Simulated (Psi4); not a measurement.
# GeNH4Cl (SMILES [NH2][GeH2][Cl]) at CAM-B3LYP/cc-pVDZ

What is the vertical ionisation energy of GeNH4Cl at CAM-B3LYP/cc-pVDZ? 

The calculation is run with Psi4 1.11.

1 further run of the same task is left out (set aside as unsound or not needed).

## (1) The molecule

GeNH4Cl: 7 atoms, total charge 0, spin state singlet. As SMILES, `[NH2][GeH2][Cl]`. The shape is that of a PBE0-D4/def2-TZVP optimisation. This is one conformer, not always the lowest.

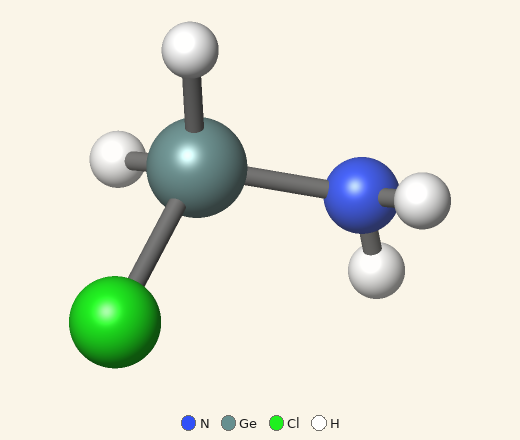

Viewed from a chosen angle; nitrogen blue, germanium teal, chlorine green, hydrogen white.

## (2) Energy and gradient at CAM-B3LYP/cc-pVDZ

File job.dat:

```
memory 1.6 GB

molecule geom {
  N     -0.792900     0.515500    -0.722700
  Ge     0.579900     0.003300     0.353200
  Cl     0.394500    -2.054600     1.034500
  H     -1.700900     0.526800    -0.279600
  H     -0.858900     0.014700    -1.597700
  H      0.559300     0.864900     1.617200
  H      1.880200     0.061300    -0.450600
  units angstrom
  symmetry c1
}

set globals {
  basis cc-pVDZ
  puream true
  e_convergence 1e-09
  d_convergence 1e-08
  scf_type pk
  dft_radial_points 99
  dft_spherical_points 590
}

gradient('cam-b3lyp')
```

Launch:

```console
$ psi4 job.dat job.out -n 1
```

job.out:

```text
[...]
  Running in c1 symmetry.
[...]
  Nuclear repulsion =  274.823479780225739
[...]
  Multiplicity = 1
[...]
  Nalpha       = 30
  Nbeta        = 30
[...]
    Number of basis functions: 79
[...]
   @RKS iter   1: -2593.82058265664546   -3.07857e+00   1.49625e-02 DIIS/ADIIS
[...]
   @RKS iter  11: -2594.48843458149076   -1.36424e-11   8.33859e-09 DIIS
[...]
    Orbital Energies [Eh]
    ---------------------
    Doubly Occupied:
       1A   -398.881967     2A   -101.584248     3A    -49.918168
       4A    -44.442547     5A    -44.441386     6A    -44.441316
       7A    -14.399977     8A     -9.504143     9A     -7.265365
      10A     -7.259133    11A     -7.258932    12A     -6.346322
      13A     -4.521152    14A     -4.517609    15A     -4.516732
      16A     -1.340673    17A     -1.339542    18A     -1.336994
      19A     -1.334591    20A     -1.334441    21A     -0.936978
      22A     -0.877513    23A     -0.634018    24A     -0.561981
      25A     -0.466395    26A     -0.434381    27A     -0.432982
      28A     -0.371418    29A     -0.359631    30A     -0.333694
[...]
  @RKS Final Energy: -2594.48843458149076
   => Energetics <=
    Nuclear Repulsion Energy =            274.8234797802257390
    One-Electron Energy =               -4154.0775224014469131
    Two-Electron Energy =                1374.2670286283746464
    DFT Exchange-Correlation Energy =     -89.5014205886438958
    Empirical Dispersion Energy =           0.0000000000000000
    VV10 Nonlocal Energy =                  0.0000000000000000
    Total Energy =                      -2594.4884345814907647
[...]
 Multipole Moments:
 ------------------------------------------------------------------------------------
     Multipole            Electronic (a.u.)      Nuclear  (a.u.)        Total (a.u.)
 ------------------------------------------------------------------------------------
 L = 1.  Multiply by 2.5417464519 to convert [e a0] to [Debye]
 Dipole X            :          3.2772179           -3.5654866           -0.2882687
 Dipole Y            :          0.5822497           -0.0182592            0.5639906
 Dipole Z            :          1.8667110           -2.2701227           -0.4034117
 Magnitude           :                                                    0.7509495
[...]
  -Total Gradient:
     Atom            X                  Y                   Z
    ------   -----------------  -----------------  -----------------
       1       -0.005825326123    -0.004941968054    -0.001863420675
       2       -0.001537475315    -0.004594820593     0.000769636622
       3        0.000445691565     0.005946474634    -0.002025601509
       4        0.006287281964     0.000335011799    -0.002788070634
       5        0.000824420717     0.003694493563     0.005832497096
       6       -0.000141425863    -0.000181026082     0.000129227251
       7       -0.000039311764    -0.000257304603    -0.000045753384
[...]
```

It took 1.8 min on 1 thread of Intel Xeon 6975P-C (Granite Rapids), shared host; peak memory 1.4 GiB.

## (3) The doublet cation

File run.py:

```python
import psi4

psi4.set_memory(1600000000)
psi4.set_num_threads(1)
psi4.set_output_file('output.dat', False)

mol = psi4.geometry("""
1 2
N     -0.792900     0.515500    -0.722700
Ge     0.579900     0.003300     0.353200
Cl     0.394500    -2.054600     1.034500
H     -1.700900     0.526800    -0.279600
H     -0.858900     0.014700    -1.597700
H      0.559300     0.864900     1.617200
H      1.880200     0.061300    -0.450600
symmetry c1
""")

psi4.set_options({
    'basis': 'cc-pVDZ',
    'reference': 'uks',
    'puream': True,
    'e_convergence': 1e-09,
    'd_convergence': 1e-08,
    'scf_type': 'pk',
    'dft_radial_points': 99,
    'dft_spherical_points': 590,
    'maxiter': 100,
})

result, w = psi4.gradient('cam-b3lyp', molecule=mol, return_wfn=True)
psi4.oeprop(w, 'MULLIKEN_CHARGES', 'QUADRUPOLE', 'LOWDIN_CHARGES')
print('gradient / Eh bohr^-1')
print(result.np.round(6))
print(f'energy = {w.energy():.10f} Eh')
```

Launch:

```console
$ python run.py
```

output.dat, shortened:

```text
[...]
  Running in c1 symmetry.
[...]
  Nuclear repulsion =  274.823479780225739
[...]
  Multiplicity = 2
[...]
  Nalpha       = 30
  Nbeta        = 29
[...]
    Number of basis functions: 79
[...]
   @UKS iter   1: -2593.38473354414782   -2.64272e+00   1.53428e-02 DIIS/ADIIS
[...]
   @UKS iter  20: -2594.11490714179035   -4.91127e-11   4.16184e-09 DIIS
[...]
   @S^2 Observed:                7.628446729E-01
[...]
  @UKS Final Energy: -2594.11490714179035
   => Energetics <=
    Nuclear Repulsion Energy =            274.8234797802257390
    One-Electron Energy =               -4139.5555329382495984
    Two-Electron Energy =                1359.9111405951448432
    DFT Exchange-Correlation Energy =     -89.2939945789110254
    Empirical Dispersion Energy =           0.0000000000000000
    VV10 Nonlocal Energy =                  0.0000000000000000
    Total Energy =                      -2594.1149071417903542
[...]
  -Total Gradient:
     Atom            X                  Y                   Z
    ------   -----------------  -----------------  -----------------
       1        0.022747015479     0.020603258199     0.006460207373
       2       -0.071119921333     0.000726820126    -0.045744970873
       3        0.011748581438    -0.006953511543     0.010206846549
       4        0.021781385121    -0.012834637548    -0.003872943771
       5        0.003125839345    -0.001452458227     0.025401784707
       6        0.005616660994     0.000113951644     0.004176610914
       7        0.006114794830    -0.000203237330     0.003381562406
[...]
 Multipole Moments:
 ------------------------------------------------------------------------------------
     Multipole            Electronic (a.u.)      Nuclear  (a.u.)        Total (a.u.)
 ------------------------------------------------------------------------------------
[...]
  Mulliken Charges: (a.u.)
   Center  Symbol    Alpha    Beta     Spin     Total
       1     N     3.92691  3.05604  0.87087  0.01705
       2    GE    15.73396 15.80953 -0.07556  0.45651
       3    CL     8.63533  8.38781  0.24753 -0.02314
       4     H     0.38514  0.40448 -0.01934  0.21039
       5     H     0.38516  0.40449 -0.01933  0.21035
       6     H     0.46675  0.46883 -0.00208  0.06443
       7     H     0.46675  0.46883 -0.00208  0.06443
   Total alpha = 30.00000, Total beta = 29.00000, Total charge =  1.00000
  Lowdin Charges: (a.u.)
[...]
```

On the terminal:

```text
gradient / Eh bohr^-1
[[ 0.022747  0.020603  0.00646 ]
 [-0.07112   0.000727 -0.045745]
 [ 0.011749 -0.006954  0.010207]
 [ 0.021781 -0.012835 -0.003873]
 [ 0.003126 -0.001452  0.025402]
 [ 0.005617  0.000114  0.004177]
 [ 0.006115 -0.000203  0.003382]]
energy = -2594.1149071418 Eh
```

Run time: 1.9 min. Hardware: 1 thread of Intel Xeon 6975P-C (Granite Rapids), shared host; peak memory 1.3 GiB.

## (4) What came out

At CAM-B3LYP/cc-pVDZ:

```
                                          quantity           value
                     singlet GeNH4Cl: total energy  -2594.48843 Eh
                    singlet GeNH4Cl: dipole moment          1.91 D
                      singlet GeNH4Cl: HOMO energy        -9.08 eV
                      singlet GeNH4Cl: LUMO energy         1.62 eV
                    singlet GeNH4Cl: HOMO–LUMO gap        10.70 eV
         singlet GeNH4Cl: largest force on an atom      0.404 eV/Å
                      doublet cation: total energy  -2594.11491 Eh
doublet cation: HOMO energy (highest over α and β)       -15.45 eV
 doublet cation: LUMO energy (lowest over α and β)       -11.27 eV
                              doublet cation: ⟨S²⟩           0.763
          doublet cation: largest force on an atom      4.348 eV/Å
vertical ionisation energy (to the doublet cation)       10.164 eV
```

What this shows: The vertical ionisation energy comes to 10.16 eV (981 kJ/mol). The largest force (singlet GeNH4Cl) is 0.40 eV/Å: the shape isn't a stationary point for this species at this level. The negative HOMO energy of the first species, 9.08 eV, lies 1.08 eV below that difference.
